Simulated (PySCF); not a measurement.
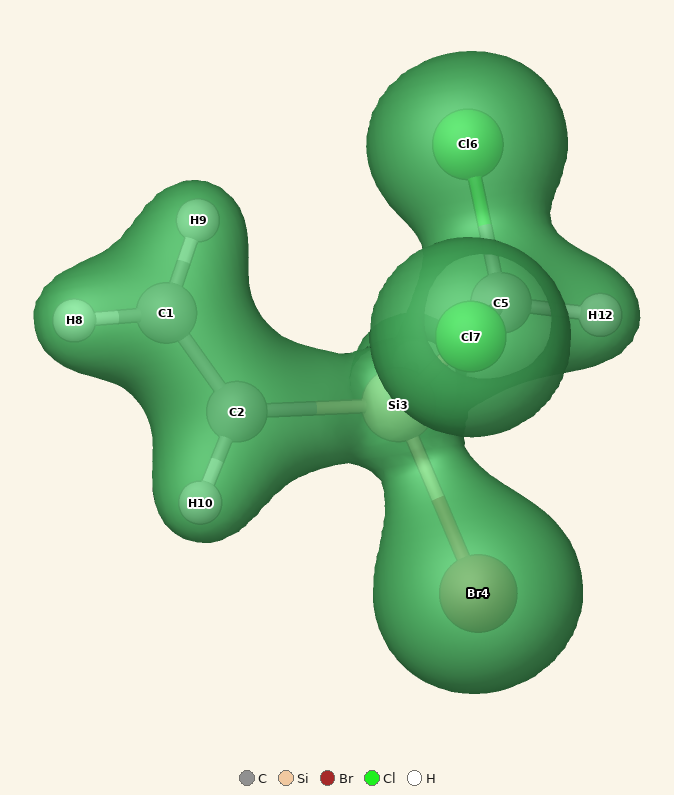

Figure. C$_{3}$H$_{5}$BrCl$_{2}$Si. Isosurface of the total electron density at 0.4 e/Å³ (green), seen at a tilt.

Geometry: GFN2-xTB.

Theory: CAM-B3LYP/def2-SVPD, SCF density, gas phase in PySCF.

```yaml
atoms:
  - { symbol: C, position_ang: [1.7956, 0.6249, 0.7287] }
  - { symbol: C, position_ang: [1.2965, 0.2272, -0.4331] }
  - { symbol: Si, position_ang: [-0.2241, -0.8539, -0.6048] }
  - { symbol: Br, position_ang: [-0.7271, -0.9946, -2.7567] }
  - { symbol: C, position_ang: [-1.7337, -0.0115, 0.2398] }
  - { symbol: Cl, position_ang: [-1.6036, -0.2281, 2.0007] }
  - { symbol: Cl, position_ang: [-1.7604, 1.7279, -0.1535] }
  - { symbol: H, position_ang: [2.6674, 1.2568, 0.7885] }
  - { symbol: H, position_ang: [1.3515, 0.3451, 1.6698] }
  - { symbol: H, position_ang: [1.7864, 0.5386, -1.3488] }
  - { symbol: H, position_ang: [-0.1443, -2.2189, -0.1035] }
  - { symbol: H, position_ang: [-2.7029, -0.4143, -0.0533] }
```

**How is the density connected at this value?**

At this value the surface is in one piece. It bridges the sampled C–C (1.33 Å), C–Cl (1.78 Å), C–Si (1.87 Å) and Si–Br (2.21 Å) contacts, where the density stays above the isovalue. On the grid the lowest density along these lines, outside the cores, is 2.3 e/Å³ (C–C, 1.33 Å), 1.2 e/Å³ (C–Cl, 1.78 Å), 0.82 e/Å³ (C–Si, 1.87 Å) and 0.58 e/Å³ (Si–Br, 2.21 Å).
